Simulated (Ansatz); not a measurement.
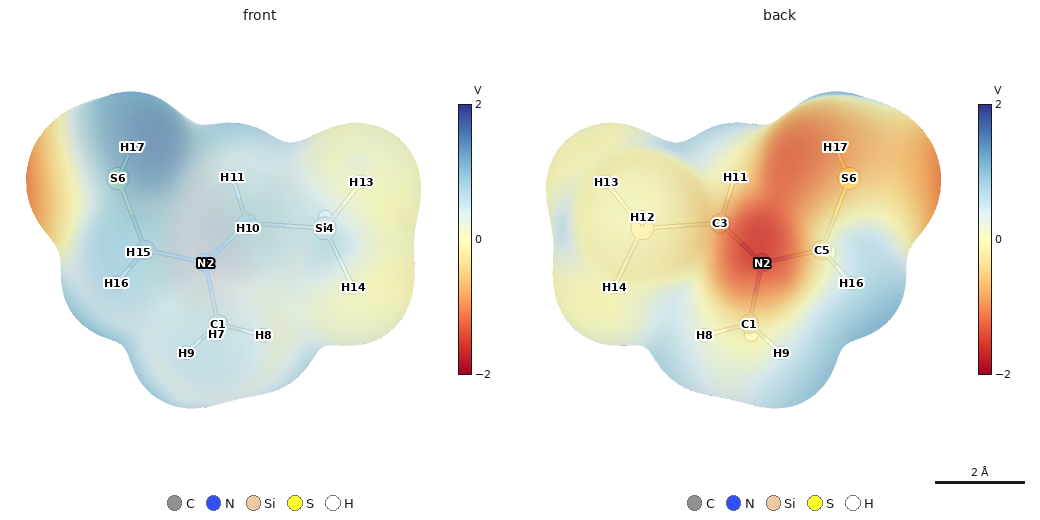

Figure. C₃H₁₁NSSi. The electrostatic potential painted on the density surface at 0.002 e/bohr³, seen from the front and from behind; red is negative and blue positive.

The calculation used RKS LDA/6-31G* in Ansatz.

```json
{"atom": "C", "x (Å)": "-1.5379", "y (Å)": "-0.2803", "z (Å)": "-0.5629"}
{"atom": "N", "x (Å)": "-0.2840", "y (Å)": "0.4052", "z (Å)": "-0.3897"}
{"atom": "C", "x (Å)": "0.6385", "y (Å)": "-0.3386", "z (Å)": "0.4315"}
{"atom": "Si", "x (Å)": "1.2470", "y (Å)": "-1.9501", "z (Å)": "-0.3345"}
{"atom": "C", "x (Å)": "-0.5293", "y (Å)": "1.7220", "z (Å)": "0.1323"}
{"atom": "S", "x (Å)": "0.9196", "y (Å)": "2.8223", "z (Å)": "0.1213"}
{"atom": "H", "x (Å)": "-2.0786", "y (Å)": "-0.4487", "z (Å)": "0.4060"}
{"atom": "H", "x (Å)": "-1.3724", "y (Å)": "-1.2691", "z (Å)": "-1.0294"}
{"atom": "H", "x (Å)": "-2.2010", "y (Å)": "0.3047", "z (Å)": "-1.2280"}
{"atom": "H", "x (Å)": "0.2297", "y (Å)": "-0.5333", "z (Å)": "1.4626"}
{"atom": "H", "x (Å)": "1.5482", "y (Å)": "0.2845", "z (Å)": "0.5670"}
{"atom": "H", "x (Å)": "1.8927", "y (Å)": "-1.6877", "z (Å)": "-1.6629"}
{"atom": "H", "x (Å)": "2.2578", "y (Å)": "-2.5537", "z (Å)": "0.5998"}
{"atom": "H", "x (Å)": "0.1473", "y (Å)": "-2.9573", "z (Å)": "-0.5294"}
{"atom": "H", "x (Å)": "-0.9455", "y (Å)": "1.7033", "z (Å)": "1.1732"}
{"atom": "H", "x (Å)": "-1.2835", "y (Å)": "2.2150", "z (Å)": "-0.5103"}
{"atom": "H", "x (Å)": "1.3323", "y (Å)": "2.5614", "z (Å)": "1.3936"}
```

Question: Which sites attract a positive test charge, and which a negative one?

Answer: A positive charge is drawn to the negative regions and a negative charge to the positive ones. The most negative region (about −1.5 V) lies over N2, the most positive (about +1.3 V) over H17. N2 is the likeliest acceptor of a hydrogen bond.
